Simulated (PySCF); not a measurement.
**Two runs on C3H10OSi2**

System: C3H10OSi2.
Method of the first run: TDDFT CAM-B3LYP/def2-SVPD, vertical, gas phase, core orbitals frozen in the response (PySCF 2.14.0).

The geometry comes from this level: PBE0-D3(BJ)/def2-SVP. Text and figures count atoms from 1; the logs count them from 0 in places.

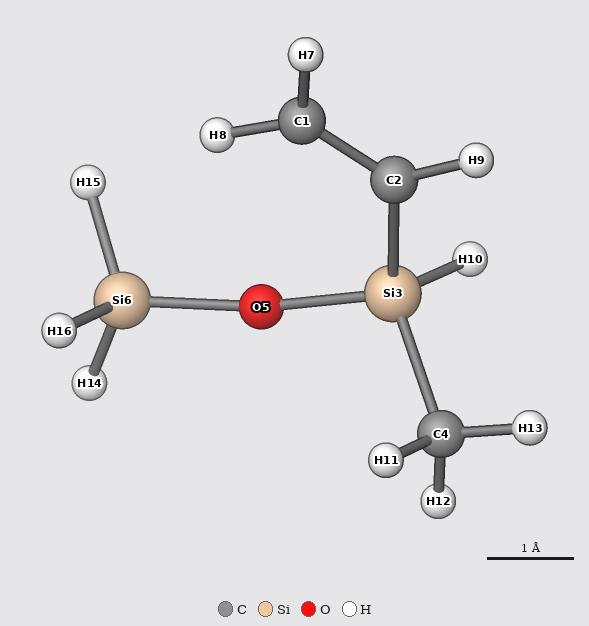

The structure (ball-and-stick view, seen at a tilt; atoms are numbered from 1 in the order of the input).

## Input file, the first run
```
{"job": {"kind": "uv", "xc": "CAM-B3LYP", "basis": "def2-SVPD", "ip": true}, "charge": 0, "multiplicity": 1}
C      1.895348     1.212018    -0.276737
C      1.811573    -0.077561     0.067555
Si     0.243169    -1.089332    -0.019069
C     -0.217647    -1.748086     1.667510
O     -0.988719    -0.146070    -0.598738
Si    -1.934236     1.108174    -1.084043
H      2.831387     1.777656    -0.208652
H      1.027393     1.769412    -0.647639
H      2.725814    -0.571923     0.425789
H      0.436869    -2.229852    -0.966952
H     -0.351870    -0.923743     2.384611
H     -1.154684    -2.323880     1.618803
H      0.571316    -2.413444     2.053240
H     -3.331993     0.627474    -1.289845
H     -1.422529     1.680575    -2.366394
H     -1.940491     2.187639    -0.049195
```

The first line tells a small driver script what to run in PySCF; the rest is the geometry in Å.

Hardware: 1 CPU thread, shared host.

## Output (the first run)
```
coarse grid: 13792 points
cycle   1  E = -773.9782891224  dE =  3.151e-01  |g| = 7.530e-01  |ddm| = 5.579e+00
cycle   2  E = -773.8915848015  dE =  8.670e-02  |g| = 1.031e+00  |ddm| = 1.875e+00
cycle   3  E = -774.0905404984  dE = -1.990e-01  |g| = 8.515e-02  |ddm| = 9.957e-01
cycle   4  E = -774.0919871030  dE = -1.447e-03  |g| = 3.398e-02  |ddm| = 1.811e-01
cycle   5  E = -774.0922870736  dE = -3.000e-04  |g| = 5.535e-03  |ddm| = 5.696e-02
cycle   6  E = -774.0922944425  dE = -7.369e-06  |g| = 2.137e-03  |ddm| = 1.530e-02
final grid: 122408 points
cycle   7  E = -774.2084885556  dE = -1.802e-05  |g| = 3.509e-03  |ddm| = 7.779e-02
cycle   8  E = -774.2084873935  dE =  1.162e-06  |g| = 4.202e-03  |ddm| = 1.186e-02
cycle   9  E = -774.2084917475  dE = -4.354e-06  |g| = 3.861e-04  |ddm| = 5.113e-03
cycle  10  E = -774.2084917812  dE = -3.363e-08  |g| = 1.137e-04  |ddm| = 5.982e-04
cycle  11  E = -774.2084917844  dE = -3.286e-09  |g| = 3.664e-05  |ddm| = 2.948e-04
cycle  12  E = -774.2084917847  dE = -2.747e-10  |g| = 1.189e-05  |ddm| = 5.445e-05
converged SCF energy = -774.2084917847

Static polarisability (au): isotropic 91.733, principal 78.595 93.245 103.359

Singlet excitations
state   eV       nm        f      main configurations
  1   6.5941    188.0   0.00320   H-1->L 0.75, H-3->L 0.14
  2   7.0895    174.9   0.35224   H->L 0.94
  3   7.3224    169.3   0.03853   H->L+1 0.68, H-2->L+1 0.12
  4   7.4804    165.7   0.00264   H-1->L+1 0.72, H-3->L+1 0.09
  5   7.5688    163.8   0.01307   H-2->L+1 0.49, H->L+4 0.15, H->L+1 0.10
  6   7.8299    158.3   0.01233   H-2->L 0.77, H-2->L+1 0.08
  7   7.9774    155.4   0.01233   H->L+3 0.54, H->L+2 0.16
  8   8.2833    149.7   0.00601   H->L+4 0.20, H-2->L+2 0.15, H->L+2 0.13
  9   8.3403    148.7   0.05446   H-1->L+2 0.33, H-3->L+1 0.12, H->L+2 0.12
 10   8.4002    147.6   0.01129   H->L+5 0.18, H->L+4 0.16, H->L+3 0.14

Triplet excitations (Tamm-Dancoff, eV): 4.2230 6.0386 7.0359 7.1436
Vertical ionisation energy (delta-SCF) = 9.9435 eV
```

The second run used a changed input.

## The two runs side by side

| quantity | the first run | the second run |
| --- | --- | --- |
| outcome | converged | converged |
| total energy (hartree) | −774.208492 | −774.222849 |
| HOMO (eV) | −9.18 | −9.70 |
| LUMO (eV) | 0.66 | 1.35 |
| dipole moment (D) | 0.90 | 0.91 |
| lowest excitation (eV) | 6.59 | 6.61 |
| SCF iterations | 12 | 12 |
| strongest computed line (eV) | 7.09 | 7.12 |
| basis functions | 211 | 211 |
| wall time (shared host) | 6.6 min | 5.8 min |

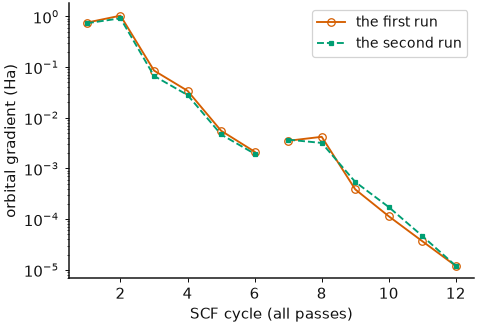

Convergence of the two runs: orbital gradient against the SCF cycle. A break in a curve parts two SCF passes (coarse and final grid). The first run takes 12 cycles in all, and the second run takes 12.

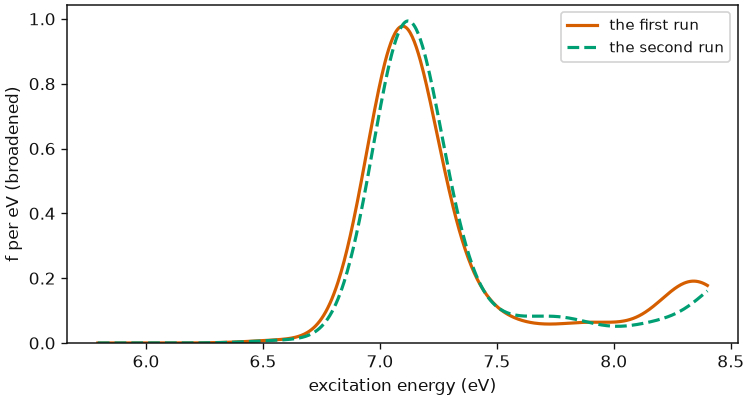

Absorption of the two runs from their computed states, each broadened by a Gaussian of 0.35 eV full width; the range ends where the shorter list of states ends.

Which change of the input explains these differences?

The change (lines with − go, lines with + come):
```diff
-"xc": "CAM-B3LYP"
+"xc": "wB97X-D"
```

The total energies belong to different methods, so their difference says nothing on which is more stable or more accurate. The HOMO goes from −9.18 to −9.70 eV. The LUMO goes from 0.66 to 1.35 eV. The functional changes from CAM-B3LYP to wB97X-D. The number of SCF iterations is the same.

## Output (the second run)
```
coarse grid: 13792 points
cycle   1  E = -774.0035517613  dE =  3.141e-01  |g| = 7.305e-01  |ddm| = 5.364e+00
cycle   2  E = -773.9560623179  dE =  4.749e-02  |g| = 9.138e-01  |ddm| = 1.842e+00
cycle   3  E = -774.1108362182  dE = -1.548e-01  |g| = 6.679e-02  |ddm| = 9.149e-01
cycle   4  E = -774.1118379034  dE = -1.002e-03  |g| = 2.804e-02  |ddm| = 1.766e-01
cycle   5  E = -774.1120523035  dE = -2.144e-04  |g| = 4.672e-03  |ddm| = 7.088e-02
cycle   6  E = -774.1120582360  dE = -5.932e-06  |g| = 1.943e-03  |ddm| = 1.883e-02
final grid: 122408 points
cycle   7  E = -774.2228456442  dE = -6.386e-05  |g| = 3.691e-03  |ddm| = 1.305e-01
cycle   8  E = -774.2228468226  dE = -1.178e-06  |g| = 3.180e-03  |ddm| = 2.063e-02
cycle   9  E = -774.2228492462  dE = -2.424e-06  |g| = 5.415e-04  |ddm| = 4.996e-03
cycle  10  E = -774.2228493245  dE = -7.827e-08  |g| = 1.725e-04  |ddm| = 1.570e-03
cycle  11  E = -774.2228493334  dE = -8.849e-09  |g| = 4.641e-05  |ddm| = 4.937e-04
cycle  12  E = -774.2228493341  dE = -7.553e-10  |g| = 1.194e-05  |ddm| = 1.423e-04
converged SCF energy = -774.2228493341

Static polarisability (au): isotropic 91.786, principal 78.717 93.317 103.325

Singlet excitations
state   eV       nm        f      main configurations
  1   6.6068    187.7   0.00307   H-1->L 0.78, H-3->L 0.15
  2   7.1184    174.2   0.36714   H->L 0.95
  3   7.4136    167.2   0.02102   H->L+1 0.61, H-2->L+1 0.19
  4   7.5562    164.1   0.00191   H-1->L+1 0.75, H-3->L+1 0.12
  5   7.6756    161.5   0.01444   H-2->L+1 0.49, H->L+1 0.15, H->L+4 0.13
  6   7.8284    158.4   0.01731   H-2->L 0.81, H-2->L+1 0.09
  7   8.1858    151.5   0.01934   H->L+3 0.48, H->L+2 0.21
  8   8.4839    146.1   0.01974   H-3->L+1 0.38, H-1->L+2 0.19, H-1->L+1 0.09
  9   8.5091    145.7   0.00280   H-5->L 0.30, H-3->L 0.26, H-1->L 0.09
 10   8.5403    145.2   0.05310   H-2->L+2 0.33, H->L+4 0.14, H->L+2 0.10

Triplet excitations (Tamm-Dancoff, eV): 4.3519 6.0815 7.1772 7.2791
Vertical ionisation energy (delta-SCF) = 9.8872 eV
```
